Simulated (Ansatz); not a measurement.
Sn10H14O (charge −1): single-point calculation

System: Sn10H14O (Sn10H16 off sphere), charge −1, multiplicity 2.
Method: UKS PBE0-D4/def2-TZVP (Ansatz 0.2.0).

The geometry comes from this level: PBE-D4/def2-SVP.

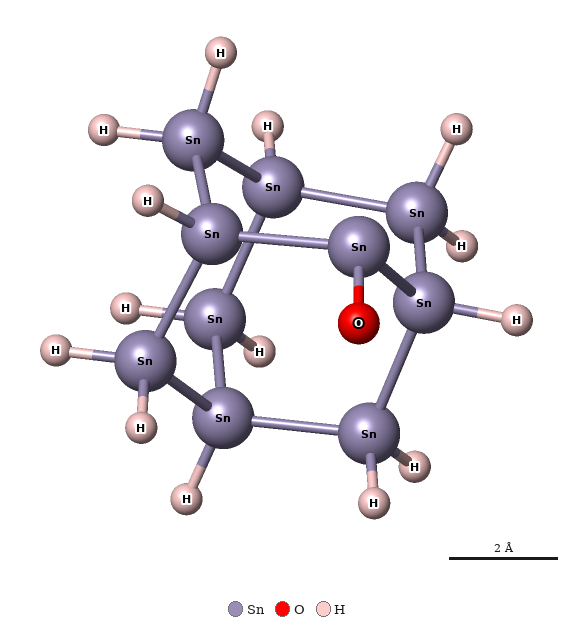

**Figure 1.** The structure as given in the input (ball-and-stick view, seen at a tilt). Sticks mark near contacts.

**Summary**

| quantity | value |
| --- | --- |
| outcome | converged |
| total energy | −60598.4547 eV |
| mean-field energy | −60597.0804 eV |
| dispersion energy | −1.3743 eV |
| ⟨S²⟩ | 0.768 |
| SCF solution under orbital rotations | stable |
| HOMO (either spin) | −2.68 eV |
| LUMO (either spin) | −0.47 eV |
| hardware | 2 CPU threads, shared host |
| wall time | 11 s (CPU time 13 s) |
| peak memory | 1.1 GiB |

**Input file**
```yaml
crystal:
  periodic: [false, false, false]
  atoms:
    - {symbol: Sn, position_ang: [-0.009271, -3.077886, -0.005499]}
    - {symbol: Sn, position_ang: [0.108801, 0.232873, -3.147553]}
    - {symbol: Sn, position_ang: [-3.146220, 0.238646, 0.145881]}
    - {symbol: Sn, position_ang: [-0.018196, 0.104053, 3.237464]}
    - {symbol: Sn, position_ang: [0.143051, 3.947635, 0.136308]}
    - {symbol: Sn, position_ang: [3.237569, 0.101530, -0.057073]}
    - {symbol: Sn, position_ang: [-1.610339, -1.376359, -1.588580]}
    - {symbol: Sn, position_ang: [1.658741, -1.508372, 1.639887]}
    - {symbol: Sn, position_ang: [1.626780, 1.968985, -1.476882]}
    - {symbol: Sn, position_ang: [-1.454336, 1.972780, 1.642574]}
    - {symbol: O, position_ang: [-1.051043, 4.900118, -1.043620]}
    - {symbol: H, position_ang: [0.941290, -4.150113, -1.005593]}
    - {symbol: H, position_ang: [-0.998483, -4.147639, 0.959145]}
    - {symbol: H, position_ang: [1.063790, -0.828592, -4.164696]}
    - {symbol: H, position_ang: [-0.892962, 1.116005, -4.273591]}
    - {symbol: H, position_ang: [-4.155002, -0.819179, 1.113739]}
    - {symbol: H, position_ang: [-4.280865, 1.123271, -0.844783]}
    - {symbol: H, position_ang: [-1.027738, -0.958930, 4.195728]}
    - {symbol: H, position_ang: [1.003489, 0.887819, 4.423530]}
    - {symbol: H, position_ang: [4.184778, -0.962891, -1.075491]}
    - {symbol: H, position_ang: [4.434605, 0.886593, 0.950719]}
    - {symbol: H, position_ang: [-2.629457, -2.389704, -2.593829]}
    - {symbol: H, position_ang: [2.647113, -2.575679, 2.617520]}
    - {symbol: H, position_ang: [2.795495, 2.654080, -2.609388]}
    - {symbol: H, position_ang: [-2.571590, 2.660957, 2.824095]}
basis:
  gaussian: {orbitals: def2-TZVP, fitting: {mean_field: def2-universal-jkfit}, initial_orbitals: start.molden}
total_charge: -1
magnetization: {spin_polarized: true, initial_magnetization: 1}
hamiltonian: {xc: pbe0, dispersion: d4}
scf: {omitted_lower_state_checks: [starts]}
output: {orbitals: {seedname: orbitals}}
```

Run as:
```bash
ansatz run in.yaml --threads 2 --pin off --events-out ev --progress --plain --max-ram 32768MiB --backend cuda --devices 0, --max-vram 18GiB
```

**The program's output**
```
Functional definition: PBE0
  name "PBE0"
  cite "Adamo & Barone, J. Chem. Phys. 110, 6158 (1999) doi:10.1063/1.478522"
  cite "Perdew, Burke & Ernzerhof, Phys. Rev. Lett. 77, 3865 (1996) doi:10.1103/PhysRevLett.77.3865"
  parent pbe
  parameter a = 0.25
  parameter kappa = 0.804
  parameter beta = 0.06672455060314922
  exchange = (1 - a)*pbe_x(kappa = kappa, mu = beta*pi^2/3) + a*exact_x
  correlation = pbe_c(beta = beta)
these checks for a lower state are left out or cut short: starts
2509 factors; integrals over basis functions are off by at most 8.8e-1 eV
mean field evaluation 1: about -60594.2971 eV, gradient 6.8e1 eV
mean field evaluation 2: about -60596.9027 eV, gradient 3.7e0 eV
mean field evaluation 4: about -60597.0787 eV, gradient 2.6e-1 eV
mean field evaluation 8: about -60597.0803 eV, gradient 1.5e-5 eV
mean field -60597.08033519 eV, -2226.9016281419 hartree, gradient 1.5e-5 eV, S^2 0.768100; 0 other end points of the search recorded, 0 dependent functions left out
reference -60597.08042546 eV, -2226.9016314594 hartree; 122, 121 occupied and 493, 494 virtual orbitals, 2509 factors
Total energy: -60598.45473233 eV, -2226.9521363051 hartree
Checks for a lower state left out: starts
```

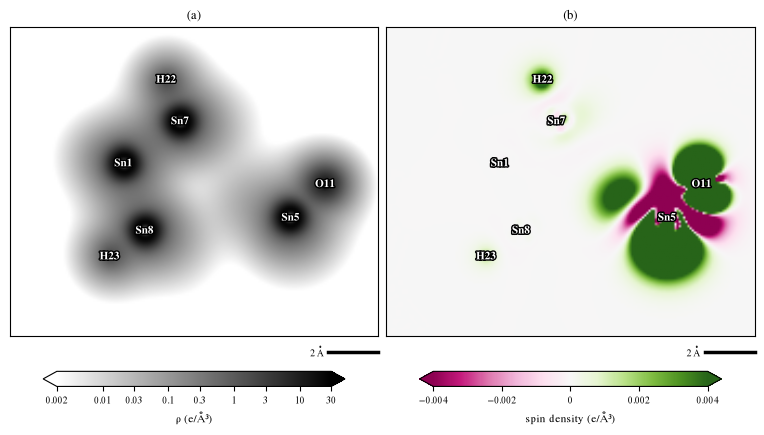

**Figure 2.** (a) total electron density; (b) spin density on the plane of atoms Sn1, Sn8 and H23. The section cuts through Sn, O and H sites. Sn–Sn (2.82 Å): ρ is about 0.38 e/Å³ halfway. Sn–H (1.75 Å): ρ is about 1 e/Å³ halfway, with its minimum of 0.69 e/Å³ about 1.1 Å from Sn. The unpaired spin (1 electron) lies mostly on O11 (about 0.5), Sn5 (about 0.2), Sn10 (about 0.1) and Sn9 (about 0.1), in electrons by Hirshfeld's partition.

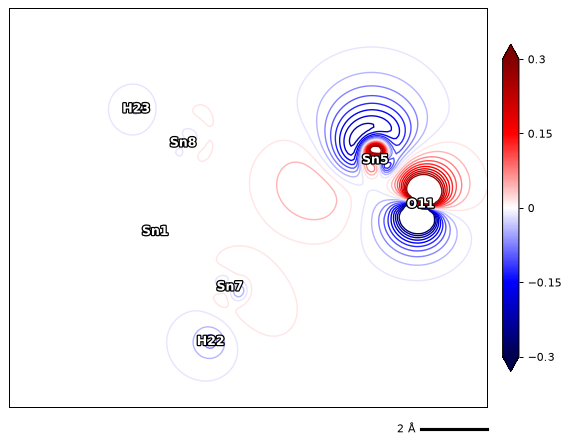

**Figure 3.** One frontier orbital on the plane of atoms Sn7, Sn1 and Sn8 (values in Å⁻³ᐟ²; the overall sign is arbitrary). The LUMO (β), at −0.47 eV. It lies mainly on O11 (35 %), Sn5 (25 %), Sn9 (10 %) and Sn10 (10 %).

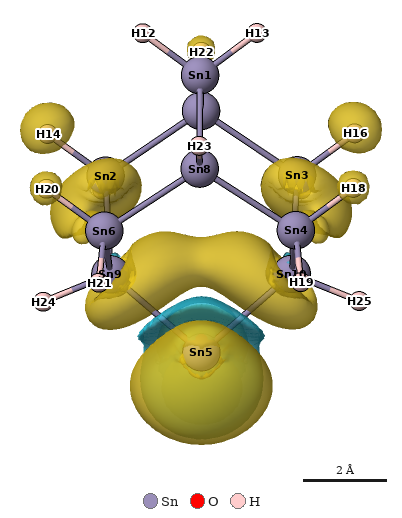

**Figure 4.** Isosurfaces of the spin density at +0.003 (yellow) and −0.003 e/Å³ (cyan), seen from the side. The unpaired spin (1 electron) lies mostly on O11 (about 0.5), Sn5 (about 0.2), Sn10 (about 0.1) and Sn9 (about 0.1), in electrons by Hirshfeld's partition.

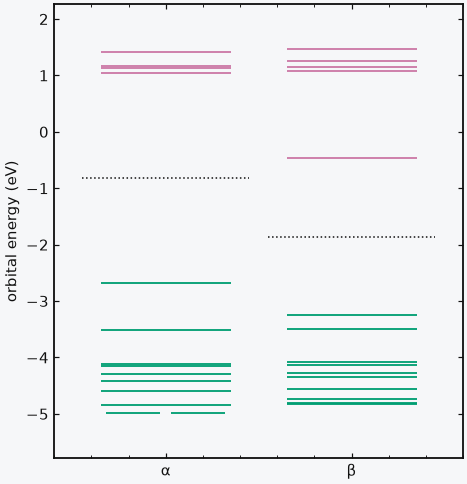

**Figure 5.** Orbital energies near the frontier for α and β spins; the dotted line parts filled from empty levels, and levels within 0.02 eV of each other stand side by side. α: highest filled −2.68 eV, lowest empty 1.05 eV, 3.73 eV apart; β: highest filled −3.25 eV, lowest empty −0.47 eV, 2.78 eV apart.
